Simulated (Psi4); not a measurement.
# UHF/STO-3G run of CH4ClSi (SMILES [SiH2]CCl)

What is the vertical electron affinity of CH4ClSi at UHF/STO-3G? 

Program for the calculation: Psi4 1.11.

### Step 1. The system as given

CH4ClSi: 7 atoms, total charge 0, spin state doublet. SMILES: `[SiH2]CCl`. The coordinates come from a GFN2-xTB relaxation. This is one conformer, not always the lowest.

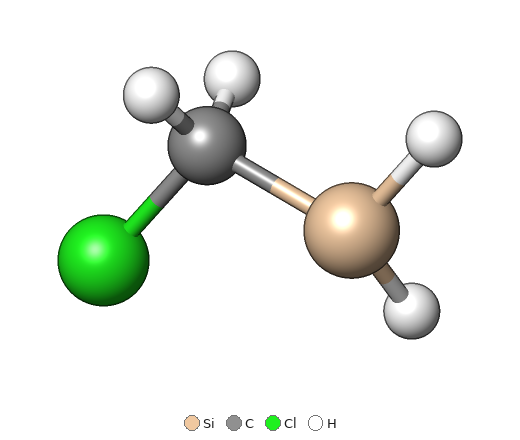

The structure, seen from a chosen angle (silicon light orange, carbon grey, chlorine green, hydrogen white).

### Step 2. Energy and gradient at UHF/STO-3G

calc.in

```
memory 1600 MB

molecule mol {
  0 2
  Si    -0.545550     0.186730    -1.006000
  C      0.561640    -0.080140     0.523650
  Cl     0.748560    -1.837440     0.815800
  H     -1.797100    -0.541410    -0.881770
  H     -0.656700     1.611140    -1.294190
  H      1.563960     0.327040     0.409970
  H      0.125200     0.334090     1.432550
  symmetry c1
}

set globals {
  reference     uhf
  puream        true
  e_convergence 1e-09
  d_convergence 1e-08
  scf_type      pk
  maxiter       200
}

energy_value, wavefunction = gradient("scf/STO-3G", return_wfn=True)
oeprop(wavefunction, "QUADRUPOLE", "MULLIKEN_CHARGES", "WIBERG_LOWDIN_INDICES")
```

Run with:

```console
$ psi4 calc.in calc.out -n 1
```

calc.out:

```text
[...]
  Running in c1 symmetry.
[...]
  Nuclear repulsion =  132.998830648803732
[...]
  Multiplicity = 2
[...]
  Nalpha       = 21
  Nbeta        = 20
[...]
    Number of basis functions: 27
[...]
   @UHF iter   1:  -779.82830672146599   -2.11549e+00   7.76704e-03 DIIS/ADIIS
[...]
   @UHF iter  13:  -779.86662395085500   -6.82121e-13   5.80965e-09 DIIS
[...]
   @S^2 Observed:                7.527458286E-01
[...]
  @UHF Final Energy:  -779.86662395085500
   => Energetics <=
    Nuclear Repulsion Energy =            132.9988306488037324
    One-Electron Energy =               -1346.6977819060962247
    Two-Electron Energy =                 433.8323273064375485
    Total Energy =                       -779.8666239508550007
  UHF NO Occupations:
  HONO-2 :   19  A 1.9996074
  HONO-1 :   20  A 1.9994023
[...]
  -Total Gradient:
     Atom            X                  Y                   Z
    ------   -----------------  -----------------  -----------------
       1       -0.008213966209    -0.000549108095     0.010517708271
       2        0.018460935021    -0.020232588797     0.008694678637
       3       -0.004735615833     0.022667729962    -0.005783042036
       4       -0.010223902088    -0.015265827843    -0.005130468307
       5        0.005802508093     0.015941694357    -0.009873653055
       6        0.001618006952    -0.001634927210     0.001139226537
       7       -0.002707965921    -0.000926972374     0.000435549961
[...]
 Multipole Moments:
 ------------------------------------------------------------------------------------
     Multipole            Electronic (a.u.)      Nuclear  (a.u.)        Total (a.u.)
 ------------------------------------------------------------------------------------
 L = 1.  Multiply by 2.5417464519 to convert [e a0] to [Debye]
 Dipole X            :          1.8465318           -2.0245422           -0.1780104
 Dipole Y            :         -4.5122892            5.4152602            0.9029710
 Dipole Z            :          0.8302454           -1.3102799           -0.4800344
 Magnitude           :                                                    1.0380161
 L = 2.  Multiply by 1.3450342976 to convert [e a0^2] to [Debye ang]
 Quadrupole XX       :        -95.2215553           72.4647121          -22.7568432
 Quadrupole XY       :         70.5002485          -69.8117744            0.6884741
[...]
  Mulliken Charges: (a.u.)
   Center  Symbol    Alpha    Beta     Spin     Total
       1    SI     7.22287  6.18778  1.03510  0.58935
       2     C     3.10429  3.13749 -0.03320 -0.24178
       3    CL     8.60577  8.60456  0.00122 -0.21033
       4     H     0.56556  0.57750 -0.01194 -0.14306
       5     H     0.56990  0.58251 -0.01261 -0.15241
       6     H     0.46131  0.45876  0.00255  0.07993
       7     H     0.47029  0.45140  0.01889  0.07830
   Total alpha = 21.00000, Total beta = 20.00000, Total charge = -0.00000
  Wiberg Bond Indices using Orthogonal Lowdin Orbitals:
[...]
```

Wall time 1.9 s (1 thread of Intel Xeon Platinum 8375C at 2.90GHz (Ice Lake), shared host); peak memory 0.18 GiB.

### Step 3. The singlet anion: a single-point energy at HF/STO-3G

calc.py

```python
import psi4

psi4.set_memory('1600 MB')
psi4.set_num_threads(1)
psi4.core.set_output_file('output.dat', False)

m = psi4.geometry("""
-1 1
Si
C 1 1.907071
Cl 2 1.791199 1 109.18977
H 1 1.453272 2 111.18042 3 52.64019
H 1 1.457516 4 116.16019 2 -126.59337
H 2 1.087825 3 106.74513 1 -123.06615
H 2 1.09003 6 108.2893 3 113.94542
symmetry c1
no_reorient
no_com
""")

psi4.set_options({
    'puream': True,
    'e_convergence': 1e-09,
    'd_convergence': 1e-08,
    'scf_type': 'pk',
})

E = psi4.energy('scf/STO-3G', molecule=m)
print(f'scf/STO-3G energy: {E:.10f} Eh')
```

Run with:

```console
$ python calc.py
```

output.dat:

```text
[...]
  Running in c1 symmetry.
[...]
  Nuclear repulsion =  132.998821084117765
[...]
  Multiplicity = 1
[...]
  Nalpha       = 21
  Nbeta        = 21
[...]
    Number of basis functions: 27
[...]
   @RHF iter   1:  -779.61861615049111   -1.90580e+00   8.46927e-03 DIIS/ADIIS
[...]
   @RHF iter  10:  -779.66478905030522   -2.72848e-12   8.37015e-09 DIIS
[...]
    Orbital Energies [Eh]
    ---------------------
    Doubly Occupied:
       1A   -103.443791     2A    -67.470795     3A    -10.821973
       4A    -10.135103     5A     -7.578988     6A     -7.574151
       7A     -7.573979     8A     -5.492859     9A     -3.514684
      10A     -3.514600    11A     -3.513826    12A     -0.838414
      13A     -0.622941    14A     -0.364329    15A     -0.351537
      16A     -0.278382    17A     -0.215892    18A     -0.174889
      19A     -0.136883    20A     -0.110375    21A      0.175994
[...]
  @RHF Final Energy:  -779.66478905030522
   => Energetics <=
    Nuclear Repulsion Energy =            132.9988210841177647
    One-Electron Energy =               -1358.2224258145613476
    Two-Electron Energy =                 445.5588156801384798
    Total Energy =                       -779.6647890503052167
[...]
 Multipole Moments:
 ------------------------------------------------------------------------------------
     Multipole            Electronic (a.u.)      Nuclear  (a.u.)        Total (a.u.)
 ------------------------------------------------------------------------------------
 L = 1.  Multiply by 2.5417464519 to convert [e a0] to [Debye]
 Dipole X            :          0.5588082           -0.9310012           -0.3721930
 Dipole Y            :         -5.1631539            5.0367358           -0.1264181
 Dipole Z            :          4.7819604           -2.9841548            1.7978056
 Magnitude           :                                                    1.8402756
[...]
```

Standard output:

```text
scf/STO-3G energy: -779.6647890503 Eh
```

Run time: 1.7 s. Hardware: 1 thread of Intel Xeon Platinum 8375C at 2.90GHz (Ice Lake), shared host; peak memory 0.18 GiB.

### Step 4. Summary of results

At UHF/STO-3G:

```
                                                            quantity          value
                                       doublet CH4ClSi: total energy  -779.86662 Eh
                                      doublet CH4ClSi: dipole moment         2.64 D
                 doublet CH4ClSi: HOMO energy (highest over α and β)       -6.92 eV
                  doublet CH4ClSi: LUMO energy (lowest over α and β)        6.22 eV
                                               doublet CH4ClSi: ⟨S²⟩          0.753
                           doublet CH4ClSi: largest force on an atom     1.478 eV/Å
                                         singlet anion: total energy  -779.66479 Eh
                                          singlet anion: HOMO energy        4.79 eV
                                          singlet anion: LUMO energy       16.65 eV
singlet anion: HOMO–LUMO gap (to an unbound level, set by the basis)       11.86 eV
                   vertical electron affinity (to the singlet anion)      -5.492 eV
```

In words: The anion lies 5.49 eV (530 kJ/mol) above the neutral: the electron isn't bound at this level, and such a value depends on the basis. Without diffuse functions anions come out too high. Hartree–Fock misses the correlation that binds many anions. The largest force (doublet CH4ClSi) is 1.48 eV/Å: the shape isn't a stationary point for this species at this level. In a minimal basis such a difference can be off by several eV, whatever the method. The HOMO (singlet anion) lies at positive energy, 4.79 eV: the electron is unbound at this level or held by a compact basis; values depend on the basis.
